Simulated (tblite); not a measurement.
**Geometry relaxation of B3H4BrO2 (part 1 of 2)**

The run: geometry relaxation of B3H4BrO2. Method and program: GFN2-xTB geometry optimisation, gas phase (tblite 0.8.0).

It belongs to a series of runs on one base structure; here: H on B replaced by Br.

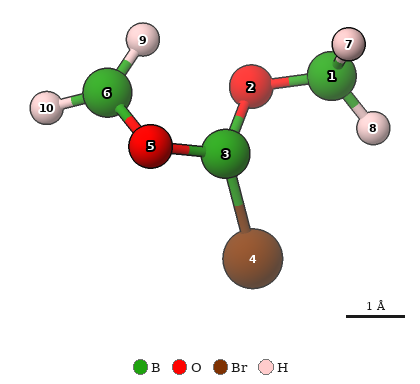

**Figure 1.** The starting structure (ball-and-stick view, seen on its broad side; atoms are numbered from 1 in the order of the input). Bond lengths as drawn: B–Br 2.01 Å, B–H 1.17 to 1.20 Å and B–O 1.45 to 1.48 Å.

Results in brief

| quantity | value |
| --- | --- |
| outcome | converged |
| total energy | −494.7661 eV |
| hardware | 1 CPU thread, shared host |
| wall time | 0.63 s |
| peak memory | 0.18 GiB |

Input
```
{"job": {"kind": "relax", "xc": "GFN2-xTB", "basis": "xTB"}, "charge": 0, "multiplicity": 1}
B     -1.953600    -0.459600    -0.172500
O     -0.573400    -0.434000    -0.622300
B      0.052800     0.716500     0.064800
Br    -0.292300     2.549800    -0.680600
O      1.386200     0.483200     0.620800
B      1.969600    -0.562700    -0.233500
H     -2.218400    -0.931900     0.884400
H     -2.603800     0.506500    -0.445300
H      1.232000    -1.436500    -0.538100
H      3.009900    -0.426600    -0.753200
```

The first line tells a small driver script what to run in tblite; the rest is the geometry in Å.

Run as:
```bash
OMP_NUM_THREADS=1 python <driver script> task.json out
```

Output
```
step      E/eV     max force
  0    -491.60096    4.415
  1    -492.32549    3.116
  2    -492.93871    2.701
  3    -493.13719    1.167
  4    -493.30621    0.875
  5    -493.42936    1.290
  6    -493.55703    1.250
  7    -493.66442    0.857
  8    -493.75742    1.074
  9    -493.95888    1.524
 10    -494.12963    1.408
 11    -494.23153    1.226
 12    -494.34179    0.672
 13    -494.36770    0.322
 14    -494.37638    0.268
 15    -494.38264    0.250
 16    -494.38776    0.228
 17    -494.39744    0.176
 18    -494.40042    0.170
 19    -494.40438    0.155
 20    -494.40817    0.189
 21    -494.41296    0.230
 22    -494.41747    0.217
 23    -494.42111    0.153
 24    -494.42346    0.142
 25    -494.42537    0.138
 26    -494.42778    0.162
 27    -494.43176    0.197
 28    -494.43796    0.219
 29    -494.44448    0.256
 30    -494.45157    0.297
 31    -494.46541    0.418
 32    -494.47800    0.471
 33    -494.48772    0.641
 34    -494.50103    0.353
 35    -494.51292    0.300
 36    -494.52670    0.340
 37    -494.53247    0.222
 38    -494.54261    0.239
 39    -494.55824    0.302
 40    -494.57305    0.341
 41    -494.57912    0.333
 42    -494.58039    0.383
 43    -494.58903    0.210
 44    -494.59154    0.112
 45    -494.59389    0.080
 46    -494.59546    0.088
 47    -494.59619    0.101
 48    -494.59763    0.113
 49    -494.59931    0.118
 50    -494.60120    0.147
 51    -494.60376    0.139
 52    -494.60806    0.168
 53    -494.61308    0.156
 54    -494.61670    0.112
 55    -494.61851    0.101
 56    -494.61948    0.100
 57    -494.62032    0.084
 58    -494.62151    0.105
 59    -494.62354    0.134
 60    -494.62670    0.146
 61    -494.62977    0.128
 62    -494.63256    0.165
 63    -494.63526    0.209
 64    -494.63861    0.200
 65    -494.63916    0.392
 66    -494.64619    0.156
 67    -494.65028    0.174
 68    -494.64913    0.416
 69    -494.65762    0.159
 70    -494.66000    0.101
 71    -494.66210    0.223
 72    -494.66448    0.093
 73    -494.66580    0.072
 74    -494.66658    0.073
 75    -494.66700    0.100
 76    -494.66766    0.103
 77    -494.66904    0.118
 78    -494.67029    0.119
 79    -494.67187    0.169
 80    -494.67400    0.199
 81    -494.67712    0.193
 82    -494.68073    0.200
 83    -494.68441    0.164
 84    -494.68749    0.160
 85    -494.69267    0.238
 86    -494.70204    0.376
 87    -494.71317    0.598
 88    -494.72536    0.417
 89    -494.73247    0.445
 90    -494.74253    0.420
 91    -494.69248    1.877
 92    -494.75087    0.128
 93    -494.75351    0.303
 94    -494.75644    0.176
 95    -494.75848    0.113
 96    -494.76055    0.084
 97    -494.76121    0.056
 98    -494.76144    0.047
 99    -494.76157    0.026
100    -494.76170    0.033
101    -494.76181    0.030
102    -494.76193    0.034
103    -494.76206    0.033
104    -494.76214    0.026
105    -494.76228    0.025
106    -494.76250    0.033
107    -494.76283    0.049
108    -494.76314    0.066
109    -494.76339    0.053
110    -494.76359    0.037
111    -494.76375    0.032
112    -494.76400    0.035
113    -494.76431    0.043
114    -494.76458    0.038
115    -494.76482    0.031
116    -494.76505    0.035
117    -494.76527    0.041
118    -494.76545    0.030
119    -494.76562    0.044
120    -494.76579    0.048
121    -494.76597    0.032
122    -494.76607    0.023
123    -494.76613    0.009
```

Trajectory as extended XYZ (Å, eV, eV/Å), 21 of the 124 frames kept, from step=0 to step=123
```
10
Properties=species:S:1:pos:R:3:forces:R:3 step=0 energy=-491.60096
B    -1.9536   -0.4596   -0.1725    1.5500   1.5200   0.3560
O    -0.5734   -0.4340   -0.6223   -1.8740   2.7570   2.8940
B     0.0528    0.7165    0.0648    2.2180  -1.4950  -1.9740
Br   -0.2923    2.5498   -0.6806    0.1340  -1.6570   1.1080
O     1.3862    0.4832    0.6208   -1.9650  -1.0750  -3.1350
B     1.9696   -0.5627   -0.2335   -0.8730   1.0920   1.1140
H    -2.2184   -0.9319    0.8844    0.0920  -0.6870  -0.6630
H    -2.6038    0.5065   -0.4453   -0.0860  -0.6360  -0.4640
H     1.2320   -1.4365   -0.5381    0.7810  -0.0380   0.2420
H     3.0099   -0.4266   -0.7532    0.0240   0.2200   0.5230
10
Properties=species:S:1:pos:R:3:forces:R:3 step=6 energy=-493.55703
B    -2.0026   -0.2840   -0.0251    0.2050  -0.2190  -0.3180
O    -0.7017   -0.2745   -0.3644   -0.0930   0.3810   0.4060
B     0.1740    0.7194   -0.1806    0.1340  -0.8850   0.7360
Br   -0.2745    2.4452   -0.5404   -0.1910   1.2240  -0.1660
O     1.4029    0.4821    0.3596   -0.2930  -0.0550  -0.9590
B     1.9844   -0.5886   -0.2340    0.1420   0.2810   0.0950
H    -2.2326   -1.0766    0.8045   -0.4870  -0.0380  -0.0270
H    -2.7224    0.4771   -0.5579   -0.2520  -0.1030   0.1540
H     1.3359   -1.5155   -0.5120    0.1050  -0.3490   0.0220
H     3.0455   -0.3799   -0.6251    0.7290  -0.2360   0.0560
10
Properties=species:S:1:pos:R:3:forces:R:3 step=12 energy=-494.34179
B    -2.1589   -0.2915    0.0126    0.0690   0.0150   0.1940
O    -0.8520   -0.0532    0.0145    0.5650   0.3620   0.0260
B     0.1533    0.8118   -0.1631   -0.5410   0.0710  -0.2410
Br   -0.2791    2.6752   -0.4200    0.2160  -0.4730   0.1880
O     1.4535    0.4875   -0.2266    0.0420   0.0630  -0.0100
B     2.1793   -0.6405   -0.3422   -0.2410   0.1180  -0.1770
H    -2.5025   -1.1851    0.6789   -0.1410  -0.1740   0.1260
H    -2.9275    0.3720   -0.5698    0.0210   0.0780  -0.2580
H     1.5916   -1.6653   -0.4475    0.3000   0.0400   0.0330
H     3.3512   -0.5061   -0.4121   -0.2890  -0.1000   0.1190
10
Properties=species:S:1:pos:R:3:forces:R:3 step=18 energy=-494.40042
B    -2.1571   -0.2879    0.0433    0.0280  -0.0250  -0.0320
O    -0.8515   -0.0333    0.0624    0.0240  -0.0340   0.0440
B     0.1284    0.8212   -0.1950    0.0090   0.1250  -0.0060
Br   -0.2443    2.6694   -0.3810   -0.0130  -0.0030   0.0620
O     1.4312    0.5025   -0.2968   -0.0020  -0.1460  -0.0880
B     2.1552   -0.6221   -0.3759    0.0410  -0.1260   0.0500
H    -2.5297   -1.1946    0.6853   -0.0190   0.0150   0.1120
H    -2.8970    0.3553   -0.6081    0.0460  -0.0040  -0.1070
H     1.6505   -1.6869   -0.4419   -0.0860   0.0730  -0.0510
H     3.3231   -0.5188   -0.3677   -0.0270   0.1270   0.0170
10
Properties=species:S:1:pos:R:3:forces:R:3 step=25 energy=-494.42537
B    -2.1426   -0.2987    0.0518   -0.0620   0.0360  -0.0060
O    -0.8503   -0.0133    0.1263    0.0050  -0.0500  -0.0070
B     0.1196    0.8242   -0.2103    0.0040   0.0850   0.0630
Br   -0.2252    2.6829   -0.3112   -0.0150  -0.0040   0.0150
O     1.3972    0.4710   -0.4020    0.0720   0.0290   0.0440
B     2.1430   -0.6383   -0.3921    0.0180  -0.0410  -0.0690
H    -2.5537   -1.1550    0.7411    0.0070   0.0690   0.0520
H    -2.8253    0.3055   -0.6947   -0.0450  -0.1070  -0.0750
H     1.6438   -1.7066   -0.4708    0.0650   0.0640  -0.0170
H     3.3023   -0.4670   -0.3136   -0.0500  -0.0800   0.0000
10
Properties=species:S:1:pos:R:3:forces:R:3 step=31 energy=-494.46541
B    -2.1342   -0.2941    0.0316    0.0140  -0.1630   0.1180
O    -0.8467    0.0000    0.1237   -0.0940   0.2570  -0.0820
B     0.1438    0.8389   -0.1333   -0.1850  -0.1580  -0.3400
Br   -0.2487    2.6845   -0.2175    0.0750   0.1040   0.0900
O     1.4145    0.4850   -0.3722    0.0340   0.0460   0.1530
B     2.1327   -0.6398   -0.4504   -0.0900   0.0890   0.2240
H    -2.5672   -0.9566    0.9022   -0.1180   0.0610  -0.0590
H    -2.7848    0.0782   -0.8875    0.1740  -0.1150   0.1220
H     1.6208   -1.6893   -0.5707   -0.0550  -0.0700  -0.1260
H     3.2788   -0.5021   -0.3013    0.2440  -0.0520  -0.0990
10
Properties=species:S:1:pos:R:3:forces:R:3 step=37 energy=-494.53247
B    -2.1383   -0.3326    0.0260   -0.0090   0.0930   0.1230
O    -0.8840    0.0610    0.0855    0.1800   0.0360  -0.1140
B     0.1419    0.8517   -0.1391   -0.1300   0.1060   0.1140
Br   -0.2410    2.7172   -0.1343    0.1640  -0.0170  -0.0180
O     1.4329    0.4998   -0.2799    0.0270  -0.1200   0.0300
B     2.1330   -0.6303   -0.4368   -0.0590   0.0240  -0.0460
H    -2.6120   -0.7782    1.0100   -0.0260  -0.0030  -0.1680
H    -2.7219   -0.1596   -0.9847   -0.0540  -0.2030   0.0730
H     1.6001   -1.6496   -0.6820   -0.1050  -0.0520  -0.0390
H     3.2982   -0.5746   -0.3401    0.0120   0.1360   0.0440
10
Properties=species:S:1:pos:R:3:forces:R:3 step=43 energy=-494.58903
B    -2.1322   -0.3447    0.0158    0.0140  -0.1280  -0.0510
O    -0.9161    0.1399   -0.0130    0.0670   0.0970   0.0690
B     0.1499    0.8927   -0.0635    0.0350  -0.0110  -0.0580
Br   -0.1270    2.7683   -0.0369    0.0740   0.0710  -0.0190
O     1.4320    0.4798   -0.1319    0.1110  -0.0860   0.0040
B     2.1011   -0.6304   -0.4635   -0.0260   0.1000   0.0260
H    -2.6674   -0.4949    1.0490   -0.0130  -0.0410   0.0510
H    -2.6245   -0.6305   -1.0106   -0.1160  -0.0110  -0.0320
H     1.5170   -1.5808   -0.8521    0.0640   0.0110  -0.0230
H     3.2763   -0.5948   -0.3686   -0.2080  -0.0010   0.0320
10
Properties=species:S:1:pos:R:3:forces:R:3 step=49 energy=-494.59931
B    -2.1226   -0.3662    0.0171   -0.0010   0.0530  -0.0230
O    -0.9215    0.1637   -0.0021   -0.0660   0.0350  -0.0120
B     0.1510    0.9077   -0.0754   -0.0010  -0.0240   0.0220
Br   -0.0812    2.7902   -0.0474    0.0150   0.0200  -0.0340
O     1.4299    0.4803   -0.1358   -0.1110  -0.0370  -0.0110
B     2.0870   -0.6332   -0.4621    0.0230   0.0670   0.0070
H    -2.6694   -0.5254    1.0444    0.0670  -0.0610   0.0660
H    -2.6402   -0.6418   -1.0027    0.0370  -0.0050  -0.0280
H     1.5258   -1.5882   -0.8682   -0.0190   0.0310  -0.0200
H     3.2501   -0.5824   -0.3431    0.0550  -0.0790   0.0320
10
Properties=species:S:1:pos:R:3:forces:R:3 step=55 energy=-494.61851
B    -2.1217   -0.3873    0.0250    0.0050   0.0260  -0.0050
O    -0.9879    0.2705   -0.0083    0.0410   0.0100   0.0100
B     0.1251    0.9520   -0.0854   -0.0100   0.0260  -0.0420
Br    0.0422    2.8465   -0.1368   -0.0970   0.0290   0.0000
O     1.3745    0.4552   -0.1146    0.0650  -0.0290   0.0250
B     2.0645   -0.6315   -0.4455   -0.0360  -0.0720  -0.0310
H    -2.5781   -0.6823    1.0687    0.0180  -0.0010  -0.0090
H    -2.6567   -0.6481   -0.9924    0.0390   0.0040   0.0410
H     1.5256   -1.5607   -0.9364    0.0150   0.0140  -0.0490
H     3.2214   -0.6097   -0.2497   -0.0400  -0.0070   0.0610
10
Properties=species:S:1:pos:R:3:forces:R:3 step=62 energy=-494.63256
B    -2.0859   -0.3938    0.0412   -0.0080   0.0100   0.0060
O    -1.0020    0.3407    0.0072   -0.0330  -0.0930   0.0080
B     0.1217    0.9991   -0.1032   -0.0070  -0.0120  -0.0110
Br    0.0230    2.8952   -0.1745    0.0740  -0.0720  -0.0190
O     1.3427    0.4386   -0.1202    0.0390   0.0530  -0.0740
B     2.0287   -0.6491   -0.4550    0.0470  -0.0170   0.0750
H    -2.5094   -0.7313    1.0858   -0.0110   0.0060  -0.0180
H    -2.6036   -0.6762   -0.9784   -0.0060  -0.0080   0.0400
H     1.5378   -1.5401   -1.0624   -0.0030   0.1640  -0.0150
H     3.1558   -0.6785   -0.1159   -0.0920  -0.0320   0.0070
```
